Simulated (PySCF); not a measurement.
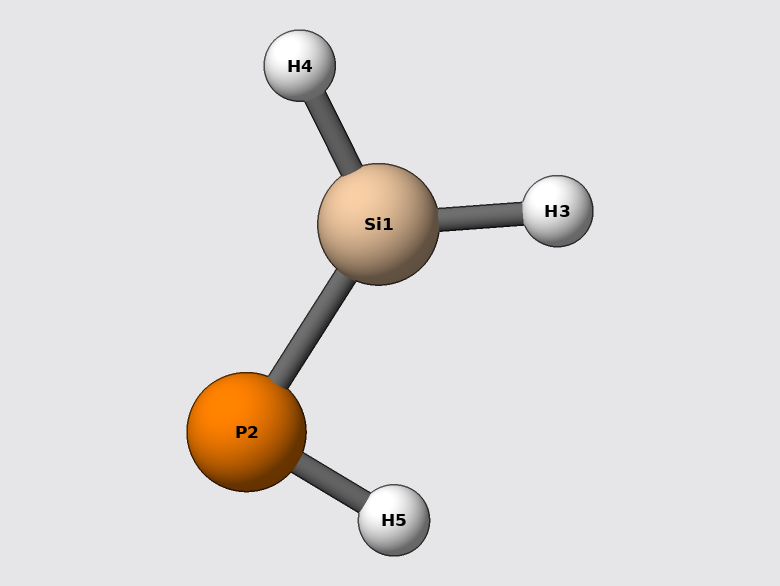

Computed geometry: PBE0-D3(BJ)/def2-TZVP optimisation. No frequency run is at hand to confirm it as a minimum. Method: GIAO PBE0/pcSseg-2 NMR shielding, non-relativistic, gas phase (PySCF 2.14.0). Principal shieldings σ11 ≤ σ22 ≤ σ33, span Ω = σ33 − σ11, skew κ = 3(σiso − σ22)/Ω.

Give the shielding tensors of the Si atoms.

```csv
atom,σ11,σ22,σ33,σiso,Ω,κ
Si1,−286.4,334.2,367.9,138.6,654.3,−0.90
```

Shieldings and span in ppm.
